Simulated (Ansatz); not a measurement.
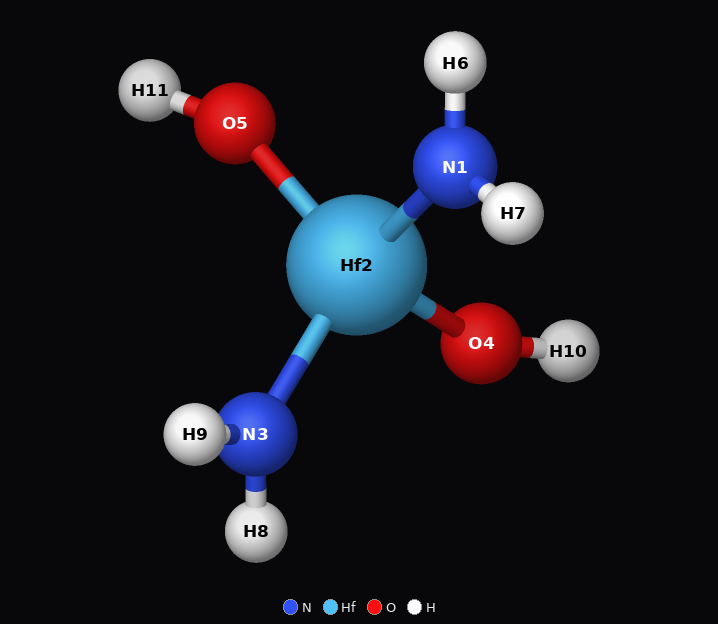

Numbered structure. The species is neutral and a spin singlet. The computed structure is the end point of a PBE0-D4/def2-TZVP optimisation.

Question: How are the neighbours of atom 2 arranged?

Answer: Hf2 has 4 neighbours (N1 at 2.05, N3 at 2.05, O4 at 1.94, O5 at 1.94 Å); the arrangement is tetrahedral.

Question: How are the neighbours of atom 1 arranged?

Answer: N1 has 3 neighbours (Hf2 at 2.05, H6 at 1.01, H7 at 1.01 Å); the arrangement is trigonal planar.

Question: How are the neighbours of atom 4 arranged?

Answer: O4 has 2 neighbours (Hf2 at 1.94, H10 at 0.95 Å); the arrangement is bent.
